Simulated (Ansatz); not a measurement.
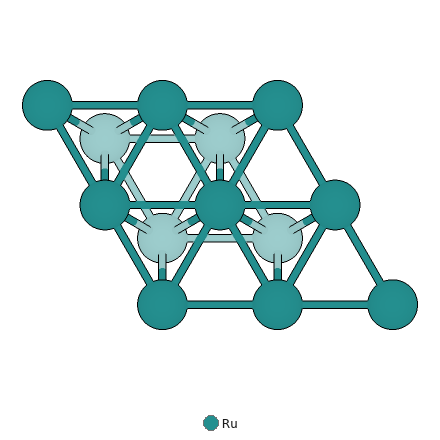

The system is N on a Ru(001) slab cut from the P6_3/mmc phase, its upper half relaxed before the scan (16 atoms of substrate and one adsorbate in a 2 × 2 cell); the picture shows it without the atoms that are moved over the map. N is moved over the surface cell; relaxed at each place: the height of the adsorbate's atoms; substrate rigid; the origin of the map has the adsorbate above Ru13. Places are given modulo a cell vector. The map is drawn in real space over the plane of the surface. Grid: 6 × 6 points; 10 points were computed and 26 follow by symmetry. Places are given in fractions of the 1 × 1 surface cell. Energies: eV, counted from the lowest grid point. Computed with Ansatz 0.2.0, DFT PBE, scalar-relativistic, plane waves, PAW. Settings: cutoff 420 eV, k-mesh 6×6×1, gaussian smearing 0.1 eV, no spin polarisation.

Range: position of N17 along the first surface vector from 0.000 to 0.833; position of N17 along the second surface vector from 0.000 to 0.833.

**What landscape does the calculation give?**

The lowest grid point is at a threefold hollow over a second-layer Ru atom, (2/6, 4/6) of the cell vectors. There is a further well near a threefold hollow, (4/6, 2/6) of the cell vectors (0.60 eV above the lowest at that grid point). The highest grid point, the top site over a surface Ru atom, (0/6, 0/6) of the cell vectors, lies 1.85 eV above the lowest. On the interpolated surface the easiest way out of the lowest well to the well at a threefold hollow, (4/6, 2/6) of the cell vectors passes a barrier of about 0.8 eV. At the lowest point the adsorbate has 3 Ru at 1.92 Å as nearest neighbours, at the highest 1 Ru at 1.69 Å. Its relaxed height above the top atom is 1.10 Å at the lowest and 1.69 Å at the highest point.

| second ↓, first → | 0/6 | 1/6 | 2/6 | 3/6 | 4/6 | 5/6 |
| --- | --- | --- | --- | --- | --- | --- |
| 5/6 | 1.76 | 1.48 | 0.68 | 0.68 | 1.48 | 1.76 |
| 4/6 | 1.34 | 0.68 | 0.00 | 0.68 | 1.34 | 1.53 |
| 3/6 | 0.74 | 0.68 | 0.68 | 0.74 | 0.96 | 0.96 |
| 2/6 | 1.34 | 1.48 | 1.34 | 0.96 | 0.60 | 0.96 |
| 1/6 | 1.76 | 1.76 | 1.53 | 0.96 | 0.96 | 1.53 |
| 0/6 | 1.85 | 1.76 | 1.34 | 0.74 | 1.34 | 1.76 |

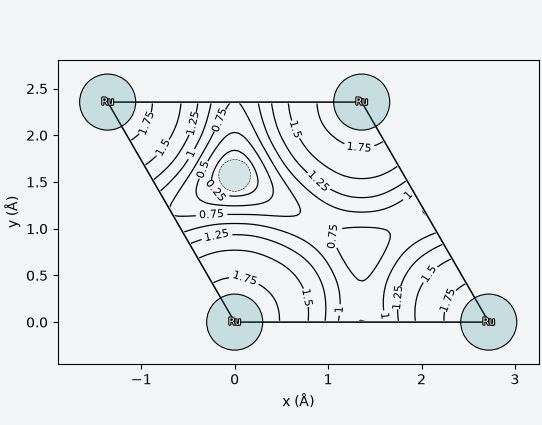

Drawn: contour lines labelled in eV, labelled circles for the atoms of the top layer and small ones for the second layer, the outline of one cell of the plane. Between grid points the surface is interpolated.

Each point was launched as `ansatz run input.yaml --threads 8 --pin off --max-ram 22528MiB --backend cpu --events-out ev --progress --plain --runs-dir out`. Time for the 10 points that were run: 10 min on 8 threads of Arm Neoverse V2 (shared host).

PAW datasets: the set soft_1.
